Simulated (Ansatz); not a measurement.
**BCl+ (quartet): correlated methods under varied settings**

What do other methods and options give for BCl+ (quartet) at this geometry, and how long do they take?

Method: the settings change from run to run; program: Ansatz 0.2.0, Gaussian basis.

6 further runs of the same task are left out: 2 for a known fault of the program, 1 that didn't finish, 3 set aside as unsound or not needed.

## Step 1: The geometry

The geometry is a PBE0/def2-TZVP stationary point (not a proven minimum) of the parent state, kept for this charge and spin.

2 atoms, charge 1, spin multiplicity 4.

Atoms are counted from 1 here; the program's logs count them from 0.

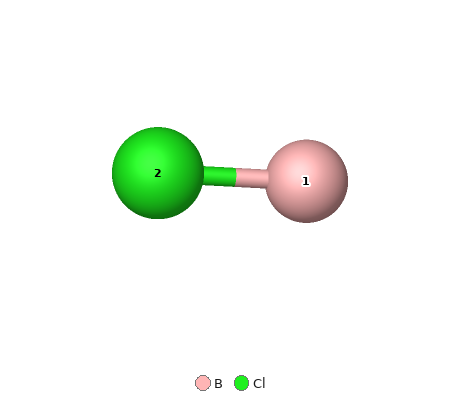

The geometry (boron pink, chlorine green); atoms are numbered from 1 in the order of the file.

Geometry (Å):

```xyz
2
charge 1, multiplicity 4
B     0.0000    0.0000    0.0000
Cl    0.0000    0.0000    1.5964
```

## Step 2: CASCI(5,7)/6-31G

Contents of in.yaml:

```yaml
crystal:
  periodic: [false, false, false]
  atoms:
    - {symbol: B, position_ang: [0.000000, 0.000000, 0.000000]}
    - {symbol: Cl, position_ang: [0.000000, 0.000000, 1.596400]}
basis:
  gaussian: {orbitals: 6-31G, fitting: {mean_field: def2-universal-jkfit}}
total_charge: 1
magnetization: {spin_polarized: false, initial_magnetization: 3}
correlation: {active_space: {window: {electrons: 5, orbitals: 7}, fixed_orbitals: true}}
accuracy: high
```

Run with:

```sh
$ ansatz run in.yaml --threads 1 --pin off --events-out ev --progress --plain --max-ram 2393MiB
```

What it wrote:

```text
Functional definition: HF
  name "HF"
  cite "Fock, Z. Phys. 61, 126 (1930) doi:10.1007/BF01340294"
  parent pbe
  exchange = exact_x
  correlation = 0
203 factors; integrals over basis functions are off by at most 1.5e-3 eV
mean field evaluation 1: about -13156.6716 eV, gradient 9.1e0 eV
mean field evaluation 2: about -13157.6433 eV, gradient 2.5e0 eV
mean field evaluation 4: about -13157.7176 eV, gradient 1.0e-1 eV
mean field evaluation 8: about -13157.7735 eV, gradient 3.8e-1 eV
mean field evaluation 16: about -13157.7086 eV, gradient 9.4e-1 eV
mean field evaluation 32: about -13157.2219 eV, gradient 8.1e0 eV
mean field evaluation 64: about -13157.7176 eV, gradient 1.7e-2 eV
mean field -13158.04867724 eV, -483.5493700428 hartree, gradient 1.9e-8 eV, S^2 3.750000; 9 other end points of the search recorded, 0 dependent functions left out
reference -13158.04867724 eV, -483.5493700428 hartree; 12, 9 occupied and 10, 13 virtual orbitals, 203 factors
state -13158.16490926 eV, -483.5536414906 hartree
Total energy: -13158.16490926 eV, -483.5536414906 hartree
```

It took 0.3 s on 1 thread of Arm Neoverse V1, shared host.

From the report: 53 determinants; active occupations 1.93, 1.06, 1.00, 0.94, 0.07, 0.00, 0.00.

## Step 3: CCSD(T) on UHF/cc-pVDZ

Contents of in.yaml:

```yaml
crystal:
  periodic: [false, false, false]
  atoms:
    - {symbol: B, position_ang: [0.000000, 0.000000, 0.000000]}
    - {symbol: Cl, position_ang: [0.000000, 0.000000, 1.596400]}
basis:
  gaussian: {orbitals: cc-pVDZ}
total_charge: 1
magnetization: {spin_polarized: true, initial_magnetization: 3}
correlation: {method: ccsd_t, electrons: outside_noble_gas}
accuracy: high
```

Same command.

What it wrote, cut to the lines that bear on the results:

```text
Functional definition: HF
  name "HF"
  cite "Fock, Z. Phys. 61, 126 (1930) doi:10.1007/BF01340294"
  parent pbe
[...]
630 factors; integrals over basis functions are off by at most 3.6e-9 eV
[...]
mean field -13160.11402140 eV, -483.6252700410 hartree, gradient 1.8e-8 eV, S^2 3.759267; 11 other end points of the search recorded, 0 dependent functions left out
determinant -13160.11402140 eV, -483.6252700410 hartree, with singles and doubles -13164.30214023 eV, -483.7791805690 hartree
determinant -13159.68154267 eV, -483.6093767407 hartree, with singles and doubles -13163.89224006 eV, -483.7641170155 hartree
determinant -13156.71327382 eV, -483.5002948722 hartree, with singles and doubles -13161.02054402 eV, -483.6585841328 hartree
determinant -13160.11402140 eV, -483.6252700410 hartree, with singles and doubles -13164.30777210 eV, -483.7793875364 hartree
determinant -13159.68154267 eV, -483.6093767407 hartree, with singles and doubles -13163.89571057 eV, -483.7642445545 hartree
6 core orbitals not correlated: weight in the atoms' cores, before any rotation towards them, 1.000 or more for the frozen orbitals, at most 0.000 for the correlated occupied ones
reference -13160.11402140 eV, -483.6252700410 hartree; 6, 3 occupied and 20, 23 virtual orbitals, 630 factors
second order -3.55779714 eV of doubles, -0.00000000 eV of singles
cycle   1  -4.19375193 eV  change   -1.2e-6 eV  update   2.4e-6
[...]
cycle  15  -4.19375144 eV  change  -9.0e-10 eV  update  8.6e-10
perturbative correction -0.10252968 eV, -0.0037678961 hartree
Total energy: -13164.41030252 eV, -483.7831554600 hartree
```

Wall time 2.8 s (1 thread of Arm Neoverse V1, shared host).

From the report: ⟨S²⟩ of the determinant 3.759 (pure quartet: 3.75); correlation -4.2963 eV; T1 0.013; largest double amplitude 0.09.

## Step 4: CASSCF(3,10)/cc-pVDZ

Contents of in.yaml:

```yaml
crystal:
  periodic: [false, false, false]
  atoms:
    - {symbol: B, position_ang: [0.000000, 0.000000, 0.000000]}
    - {symbol: Cl, position_ang: [0.000000, 0.000000, 1.596400]}
basis:
  gaussian: {orbitals: cc-pVDZ, point_charges: [{charge: -0.50, position_ang: [4.797, -0.176, -0.330]}]}
total_charge: 1
magnetization: {spin_polarized: false, initial_magnetization: 3}
correlation: {active_space: {window: {electrons: 3, orbitals: 10}}}
accuracy: high
```

Same command.

What it wrote, cut to the lines that bear on the results:

```text
Functional definition: HF
  name "HF"
  cite "Fock, Z. Phys. 61, 126 (1930) doi:10.1007/BF01340294"
  parent pbe
[...]
630 factors; integrals over basis functions are off by at most 3.6e-9 eV
[...]
mean field -13161.40371433 eV, -483.6726653818 hartree, gradient 4.2e-8 eV, S^2 3.750000; 10 other end points of the search recorded, 0 dependent functions left out
reference -13161.40371433 eV, -483.6726653818 hartree; 12, 9 occupied and 20, 23 virtual orbitals, 630 factors
state -13161.55277360 eV, -483.6781432089 hartree
Total energy: -13161.55277360 eV, -483.6781432089 hartree
```

It took 8 s on 1 thread of Arm Neoverse V1, shared host.

From the report: 120 determinants; active occupations 1.00, 1.00, 1.00, 0.00, 0.00, 0.00, 0.00, 0.00, 0.00, 0.00.

## Step 5: CCSDT(Q) on UHF/6-31G

Contents of in.yaml:

```yaml
crystal:
  periodic: [false, false, false]
  atoms:
    - {symbol: B, position_ang: [0.000000, 0.000000, 0.000000]}
    - {symbol: Cl, position_ang: [0.000000, 0.000000, 1.596400]}
basis:
  gaussian: {orbitals: 6-31G}
total_charge: 1
magnetization: {spin_polarized: true, initial_magnetization: 3}
correlation: {method: ccsdt_q, electrons: valence}
output: {forces: true}
```

Same command.

What it wrote, cut to the lines that bear on the results:

```text
Functional definition: HF
  name "HF"
  cite "Fock, Z. Phys. 61, 126 (1930) doi:10.1007/BF01340294"
  parent pbe
[...]
438 factors; integrals over basis functions are off by at most 6.3e-8 eV
[...]
mean field -13158.07006679 eV, -483.5501560943 hartree, gradient 2.4e-6 eV, S^2 3.751996; 11 other end points of the search recorded, 0 dependent functions left out
determinant -13158.07006679 eV, -483.5501560943 hartree, with singles and doubles -13159.41712110 eV, -483.5996594273 hartree
determinant -13157.74289510 eV, -483.5381327564 hartree, with singles and doubles -13159.04594555 eV, -483.5860189774 hartree
determinant -13154.91717076 eV, -483.4342893024 hartree, with singles and doubles -13156.21262612 eV, -483.4818964089 hartree
determinant -13158.07006679 eV, -483.5501560943 hartree, with singles and doubles -13159.46543846 eV, -483.6014350575 hartree
determinant -13157.74289510 eV, -483.5381327564 hartree, with singles and doubles -13159.06071236 eV, -483.5865616477 hartree
6 core orbitals not correlated: weight in the atoms' cores, before any rotation towards them, 1.000 or more for the frozen orbitals, at most 0.000 for the correlated occupied ones
reference -13158.07006679 eV, -483.5501560943 hartree; 6, 3 occupied and 10, 13 virtual orbitals, 438 factors
second order -1.04842858 eV of doubles, -0.00000000 eV of singles
cycle   1  -1.22210827 eV  change   -1.7e-1 eV  update   4.4e-2
[...]
cycle  25  -1.59292732 eV  change   -5.8e-8 eV  update   3.7e-8
perturbative correction -0.00760203 eV, -0.0002793696 hartree
WARN: these amplitudes may be one of several solutions (largest doubles amplitude 0.94, level shift 0.00 eV)
[...]
Total energy: -13159.67059615 eV, -483.6089744633 hartree
Atom 0 at     0.000000     0.000000     0.000000 Å, force     0.000000     0.000000   -10.411575 eV/Å
Atom 1 at     0.000000     0.000000     1.596400 Å, force     0.000000     0.000000    10.411575 eV/Å
Dipole moment:     0.000000     0.000000    -0.046718 e Å
```

It took 9.5 s on 1 thread of Arm Neoverse V1, shared host.

From the report: ⟨S²⟩ of the determinant 3.752 (pure quartet: 3.75); correlation -1.6005 eV; T1 0.017; largest double amplitude 0.94. The report flags that the cluster equations may have other roots.

## Step 6: BCCD(T)/def2-SVPD

Contents of in.yaml:

```yaml
crystal:
  periodic: [false, false, false]
  atoms:
    - {symbol: B, position_ang: [0.000000, 0.000000, 0.000000]}
    - {symbol: Cl, position_ang: [0.000000, 0.000000, 1.596400]}
basis:
  gaussian: {orbitals: def2-SVPD}
total_charge: 1
magnetization: {spin_polarized: true, initial_magnetization: 3}
hamiltonian: {xc: {name: PBE0}, pseudopotentials: {relativity: scalar}}
correlation: {method: bccd_t, electrons: outside_noble_gas}
accuracy: high
scf: {lower_state_search: full}
```

The command is unchanged.

What it wrote, cut to the lines that bear on the results:

```text
Functional definition: PBE0
  name "PBE0"
  cite "Adamo & Barone, J. Chem. Phys. 110, 6158 (1999) doi:10.1063/1.478522"
  cite "Perdew, Burke & Ernzerhof, Phys. Rev. Lett. 77, 3865 (1996) doi:10.1103/PhysRevLett.77.3865"
  parent pbe
[...]
818 factors; integrals over basis functions are off by at most 3.9e-9 eV
[...]
mean field -13205.85643096 eV, -485.3062725869 hartree, gradient 2.8e-8 eV, S^2 3.754581; 8 other end points of the search recorded, 0 dependent functions left out
6 core orbitals not correlated: weight in the atoms' cores, before any rotation towards them, 1.000 or more for the frozen orbitals, at most 0.000 for the correlated occupied ones
reference -13189.56019557 eV, -484.7073969821 hartree; 6, 3 occupied and 35, 38 virtual orbitals, 818 factors
second order -3.93691950 eV of doubles, -0.10814878 eV of singles
cycle   1  -4.43938782 eV  change   -4.0e-1 eV  update   4.2e-2
[...]
cycle  28  -4.59039310 eV  change   4.7e-11 eV  update  5.4e-10
perturbative correction -0.12406679 eV, -0.0045593704 hartree
Total energy: -13194.27465546 eV, -484.8806501876 hartree
Relativity: scalar
```

Run time: 14 s. Hardware: 1 thread of Arm Neoverse V1, shared host.

From the report: ⟨S²⟩ of the determinant 3.755 (pure quartet: 3.75); correlation -4.7145 eV; largest double amplitude 0.09.

## Step 7: The runs in one table

 † marks a result that the program doubts.

```csv
level,correlated,functions,energy (eV),time
"CASCI(5,7)/6-31G",,22,-13158.1649,0.3 s
CCSD(T) on UHF/cc-pVDZ,outside noble gas,32,-13164.4103,2.8 s
"CASSCF(3,10)/cc-pVDZ (beside a point charge)",,32,-13161.5528,8 s
CCSDT(Q) on UHF/6-31G †,valence,22,-13159.6706,9.5 s
"BCCD(T)/def2-SVPD (on PBE0 orbitals, relativity set)",outside noble gas,47,-13194.2747,14 s
```

## Step 8: What came out

| quantity | value |
| --- | --- |
| runs | 5 |
| quickest | CASCI(5,7)/6-31G, 0.3 s |
| slowest | BCCD(T)/def2-SVPD (on PBE0 orbitals, relativity set), 14 s |

What this shows: Total energies in different bases, with other cores or another treatment of relativity can't be set against each other. BCCD(T)/def2-SVPD (on PBE0 orbitals, relativity set) took 45 times as long as CASCI(5,7)/6-31G; the jobs differ in more than the method.
